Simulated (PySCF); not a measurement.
# Cl$_{3}$GaH$_{3}$N, SMILES `[NH3+][Ga-]([Cl])([Cl])[Cl]`: electronic structure

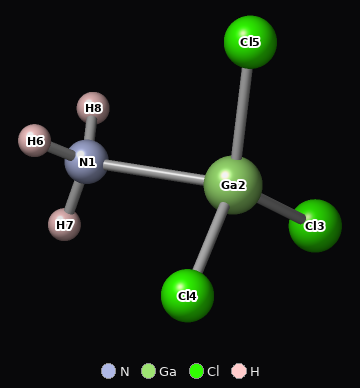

The molecule, with its atoms numbered as below. No frequency check shows the geometry to be a minimum.

Coordinates in Å:

```
N1      -0.0083   -0.0001   -2.1772
Ga2      0.0007   -0.0003    0.1044
Cl3     -1.4504   -1.4940    0.3864
Cl4     -0.5674    2.0041    0.3850
Cl5      2.0205   -0.5096    0.3810
H6       0.6602    0.6873   -2.5303
H7      -0.9306    0.2314   -2.5278
H8       0.2596   -0.9183   -2.5296
```

### 1. Bonding charge

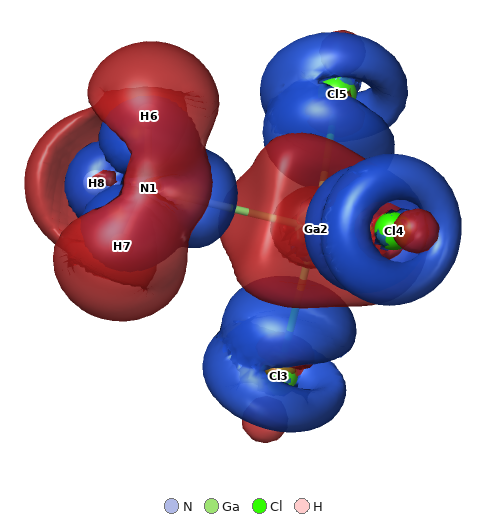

Deformation density (molecule less spherical, spin-averaged free atoms at the same positions), surfaces at ±0.04 e/Å³; blue: gain, red: loss.

Computed with PySCF, PBE/cc-pVTZ, geometry: GFN2-xTB.

How much density has each bond gained at its critical point, relative to the free atoms?

Answer. N1–H7: +0.85 e/Å³ at the bond critical point (bond length 1.01 Å, Mayer order 1.0). N1–H8 and N1–H6: +0.83 e/Å³ at the bond critical point (bond length 1.02 Å, Mayer order 1.0). Ga2–Cl5, Ga2–Cl3 and Ga2–Cl4: +0.08 e/Å³ at the bond critical point (bond length 2.10 Å, Mayer order 1.1). N1–Ga2: +0.01 e/Å³ at the bond critical point (bond length 2.28 Å, Mayer order 0.5). In all, 1.6 electrons gather in the regions of gain relative to the promolecule. A small or negative value marks a very polar bond, one between electron-rich atoms, whose free-atom densities already overlap strongly, a long bond to a heavier atom, or a closed-shell contact such as a hydrogen bond.

Where do the Hirshfeld charges lie?

Answer. The highest Hirshfeld charge is on Ga2 (+0.34 e), the lowest on Cl3, Cl4 and Cl5 (−0.21 e).

### 2. Bond critical points

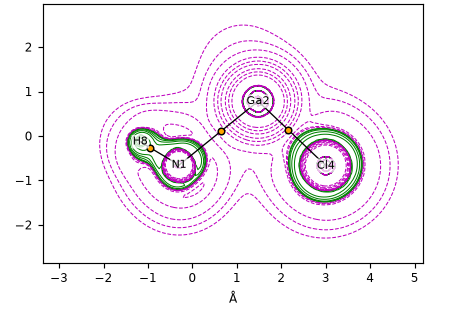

Negative Laplacian of the density (−∇²ρ) in the plane of N1, Ga2, Cl4 and H8 (solid green lines positive, dashed magenta lines negative, contours at ±0.02 to ±8 a.u.), with bond paths and bond critical points (dots).

At which bond critical points in this plane is charge locally concentrated, and at which depleted?

Answer. Concentrated (∇²ρ < 0): N1–H8 (−1.72 a.u.). Depleted (∇²ρ > 0): Ga2–Cl4 (+0.25 a.u., H = −0.043); N1–Ga2 (+0.13 a.u., H = −0.011).

Where along N1–H8 does the critical point lie?

Answer. 0.75 Å from N1 and 0.27 Å from H8.

### 3. Local ionisation energy

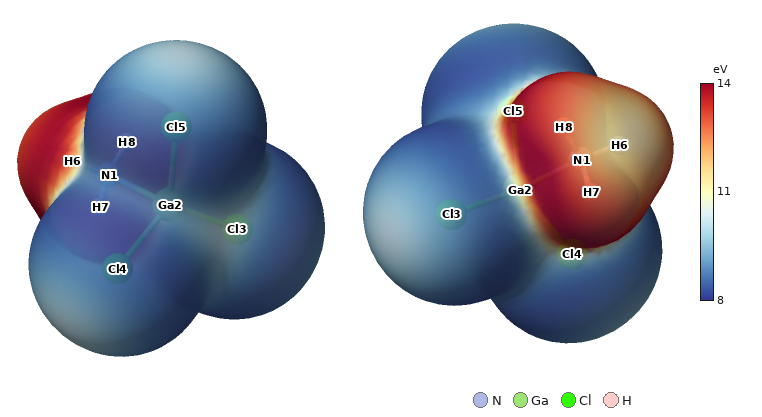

Average local ionisation energy on the surface of electron density 0.001 a.u. (back view left, front view right).

Where are the most loosely bound electrons on this surface?

Answer. The lowest value is 8.3 eV, 2.1 Å from Cl3, and at like points elsewhere. For comparison, the highest occupied orbital lies at −7.3 eV.

What volume does the surface enclose, and what is the dipole moment?

Answer. About 149 Å³; the dipole moment is 5.2 D.

### 4. Localised orbitals

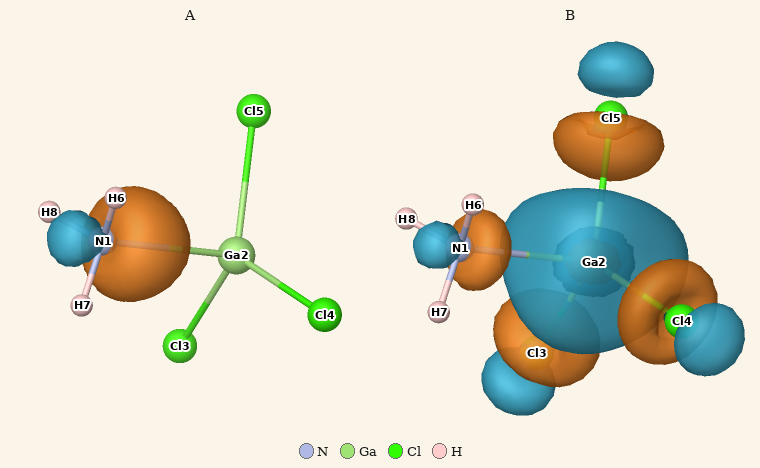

Intrinsic bond orbitals (IBO), occupied and valence-virtual; each surface holds about 70 % of the orbital's density. Energies are diagonal elements of the Fock matrix.

Computed with PySCF, B3LYP/def2-SVP, geometry: GFN2-xTB.

What does each orbital represent in a Lewis picture?

Answer. By panel:
- A: pair mostly on N1, shared in part with Ga2 (N1 87 %, Ga2 13 %; −11.8 eV)
- B: antibonding multicentre orbital mainly over Ga2, Cl3, Cl4 and Cl5 (Ga2 58 %, Cl3 12 %, Cl4 12 %; 0.4 eV)

The PySCF runs shown took 47 s and 17 s on 1 thread of Arm Neoverse V1, with other jobs on the host.
